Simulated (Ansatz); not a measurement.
WNH4F5: several calculations on one system

### Relaxation

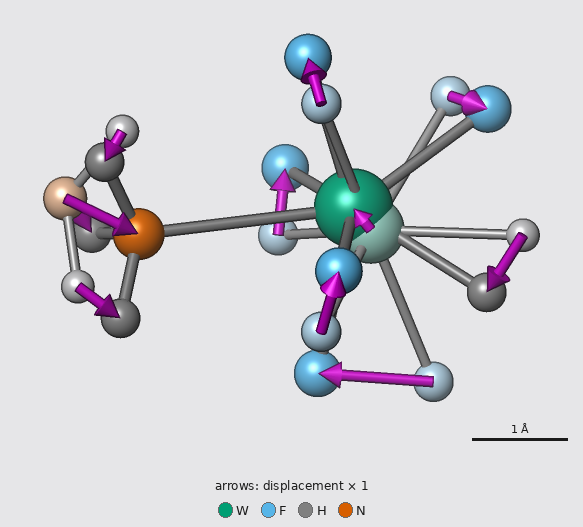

A relaxation of WNH₄F₅. The starting structure is drawn faded, the final one solid; purple arrows show the displacements, at their true length. The two geometries are superimposed by the best rigid fit.

A ball-and-stick model, seen at a tilt.

The run prepares an end point of a later path (reaction) calculation, from a guessed geometry.

Method: RKS PBE0-D4/def2-SVP in Ansatz 0.2.0.

Input file:
```yaml
crystal:
  periodic: [false, false, false]
  atoms:
    - { symbol: W, position_ang: [-0.052618, -0.029236, -0.055458] }
    - { symbol: F, position_ang: [-0.389478, 0.254508, 1.745729] }
    - { symbol: F, position_ang: [1.726925, -0.397023, -0.470258] }
    - { symbol: F, position_ang: [-0.655852, 1.718364, -0.150677] }
    - { symbol: H, position_ang: [-1.593974, -0.604513, -0.414792] }
    - { symbol: F, position_ang: [-0.034358, -1.812473, 0.453473] }
    - { symbol: F, position_ang: [-0.172997, 0.067278, -1.904989] }
    - { symbol: "N", position_ang: [2.016914, 1.950362, 1.534471] }
    - { symbol: H, position_ang: [2.657541, 1.301205, 1.093591] }
    - { symbol: H, position_ang: [1.619239, 2.616984, 0.883789] }
    - { symbol: H, position_ang: [1.300858, 1.489344, 2.11812] }
basis:
  gaussian: { orbitals: def2-SVP }
hamiltonian:
  xc: pbe0
  dispersion: d4
relax:
  f_tol: 0.03
  max_steps: 50
```

Run as
```bash
ansatz run input.yaml --threads 4 --pin off --max-ram 5120MiB --backend cpu --events-out ev --progress --plain --runs-dir out
```

Question: What did the optimiser do to the structure, and how much energy did it gain?

Answer: After 12 accepted moves (13 points after the start) the energy has fallen by 1.412 eV. The largest force component goes from 0.72 to 0.011 eV/Å. The line search rejected the trial step at point 6 of the run. The atom that moves furthest after the best rigid fit is F7 (1.23 Å). Largest moves by element: F 1.23 Å, N 0.87 Å, H 0.74 Å, W 0.29 Å. Near-neighbour distances that change, for instance: W1–N8 3.276 → 2.303 Å, W1–H10 3.268 → 2.829 Å, W1–H9 3.230 → 2.823 Å, W1–H11 2.977 → 2.819 Å. New bonds form, among them: W1–N8 (3.28 → 2.30 Å). Bond angles that change, for instance: F4–W1–F6 157.7° → 124.3°, F3–W1–F4 119.1° → 152.0°, F2–W1–H5 95.4° → 125.7°. The run took 47 s on 4 threads of Arm Neoverse V2 (shared host), peak memory 0.41 GiB.

### Relaxation

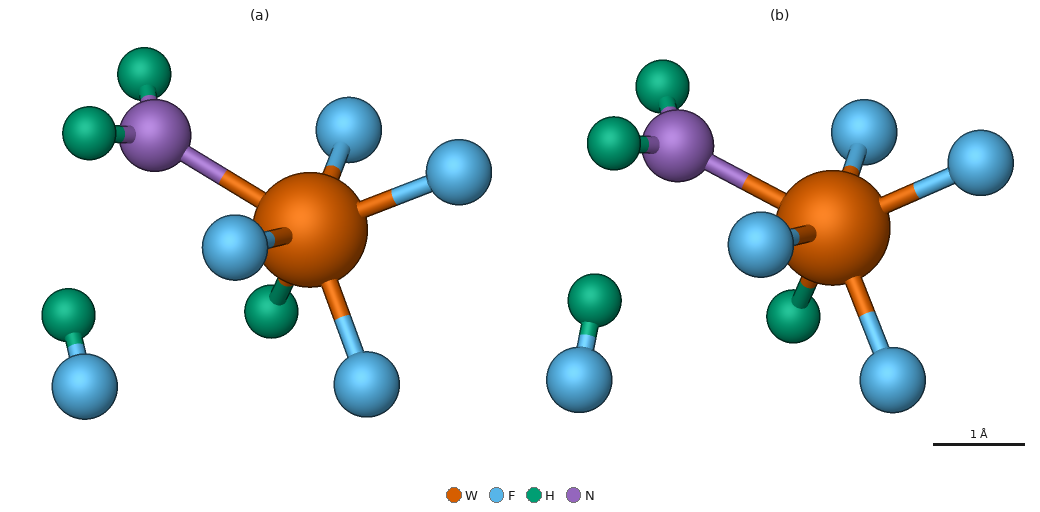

The structure of WNH4F5 before (left) and after (right) a relaxation, at one scale.

The picture is a ball-and-stick view, seen at a tilt.

The run prepares an end point of a later path (reaction) calculation, from a guessed geometry.

Level of theory: Ansatz 0.2.0, RKS PBE0-D4/def2-SVP.

Input file:
```yaml
crystal:
  periodic: [false, false, false]
  atoms:
    - { symbol: W, position_ang: [0.32119, 0.257309, -0.353178] }
    - { symbol: F, position_ang: [0.463083, -0.268218, 2.646842] }
    - { symbol: F, position_ang: [1.895473, -0.648282, 0.064493] }
    - { symbol: F, position_ang: [-0.506484, 1.840495, -0.897988] }
    - { symbol: H, position_ang: [-0.932131, 0.462639, 0.745086] }
    - { symbol: F, position_ang: [-0.421243, -1.440087, -0.182599] }
    - { symbol: F, position_ang: [0.307364, -0.014746, -2.18976] }
    - { symbol: "N", position_ang: [1.362844, 1.646691, 0.686887] }
    - { symbol: H, position_ang: [2.253572, 1.435967, 1.130317] }
    - { symbol: H, position_ang: [1.133639, 2.636224, 0.645167] }
    - { symbol: H, position_ang: [0.544892, 0.646809, 2.537733] }
basis:
  gaussian: { orbitals: def2-SVP }
hamiltonian:
  xc: pbe0
  dispersion: d4
relax:
  f_tol: 0.03
  max_steps: 50
output:
  orbitals: {}
```

Command:
```bash
ansatz run input.yaml --threads 4 --pin off --max-ram 5120MiB --backend cpu --events-out ev --progress --plain --runs-dir out
```

Q: Summarise the run.

A: After 12 accepted moves (15 points after the start) the energy has fallen by 0.074 eV. The largest force component goes from 1.2 to 0.018 eV/Å. The line search rejected the trial steps at points 8, 10, 11 of the run. The forces were under the threshold at step 5, but the run went on from there. The atom that moves furthest after the best rigid fit is F2 (0.36 Å). By element the largest moves are F 0.36 Å, H 0.18 Å, N 0.12 Å, W 0.04 Å. Near-neighbour distances that change, for instance: W1–F2 3.049 → 3.308 Å, W1–N8 2.024 → 1.954 Å, W1–H11 2.926 → 2.856 Å, F2–H11 0.925 → 0.930 Å. Among the angles between lasting bonds that change: F6–W1–N8 141.7° → 139.6°. The run took 52 s on 4 threads of Arm Neoverse V2 (shared host), peak memory 0.41 GiB.

Limits of the set-up: the start holds two separate molecules, 2.3 Å apart at their closest, whose relative position is a soft coordinate.

### Path

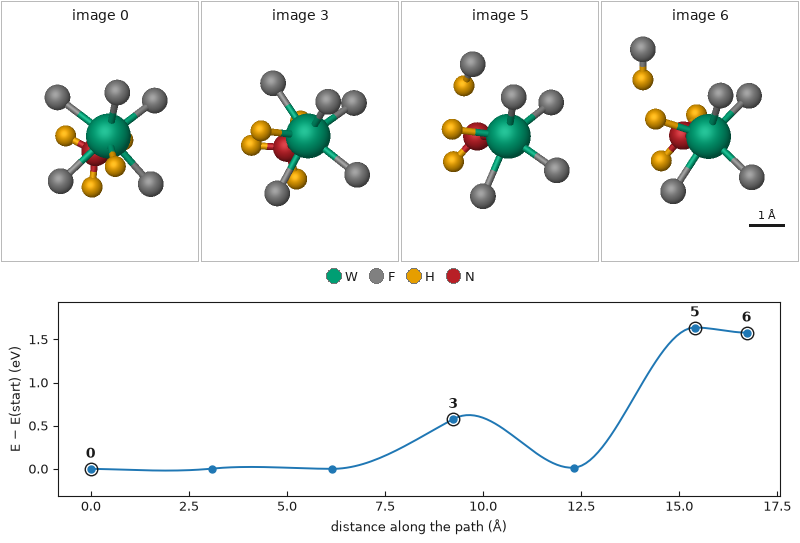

NEB run on WNH$_{4}$F$_{5}$. Images are numbered from 0 (start) to 6 (end). Style: ball-and-stick. Shown from a free direction.

Level of theory: RKS PBE0-D4/def2-SVP (Ansatz 0.2.0). Run with 5 movable images; climbing image; force threshold 0.05 eV/Å; iteration limit 60; starting path through a guess of the saddle point.

### Read off the barrier and say what moves.

The path has more than one stage, and so few images may leave a stage unresolved. Breaking: H–N (1.02 → 2.01 Å), F–W (1.88 → 3.31 Å). Forming: F–H (2.41 → 0.93 Å). Forward barrier 1.64 eV, backward barrier 0.06 eV, with image 5 at the top; the reaction energy is +1.58 eV. The profile has 2 maxima (images 3, 5) with a dip at image 4 (+0.01 eV), so the process runs in steps. The band converged in 49 iterations. The largest component of the band force went from 10 to 0.034 eV/Å. The climbing image converged on the top of the path. Its vibrational analysis gives one imaginary mode (160i cm⁻¹), as a transition state must have.
